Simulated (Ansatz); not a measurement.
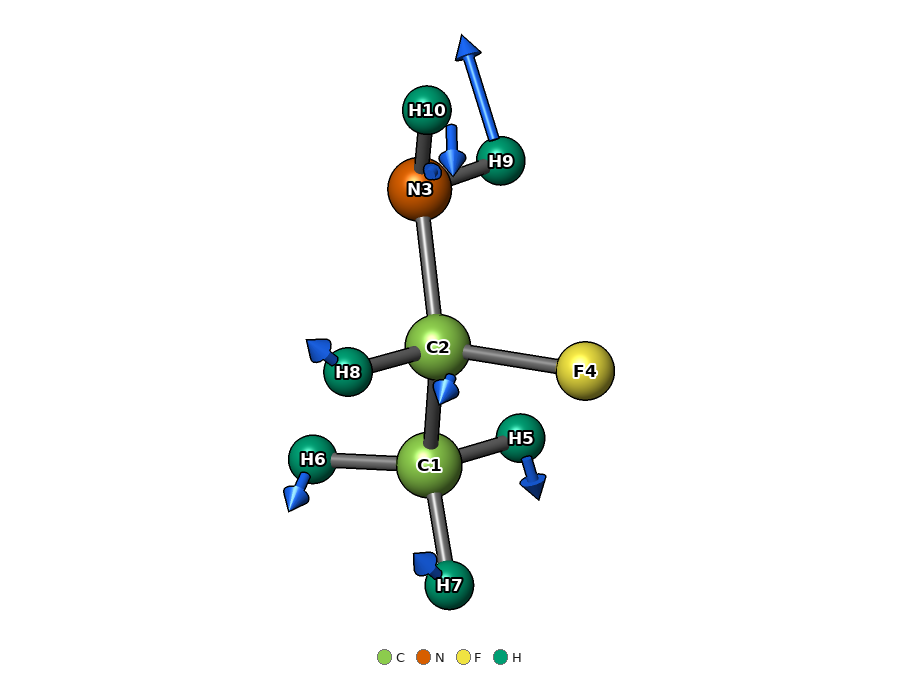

The arrows show one normal mode. Harmonic vibrations computed with RKS PBE0-D4/def2-TZVP (Ansatz 0.2.0) at a stationary point of the same level.

Question: Estimate its harmonic wavenumber.

Answer: 1291 cm⁻¹; it is mode 12 of 24 counted from the lowest.
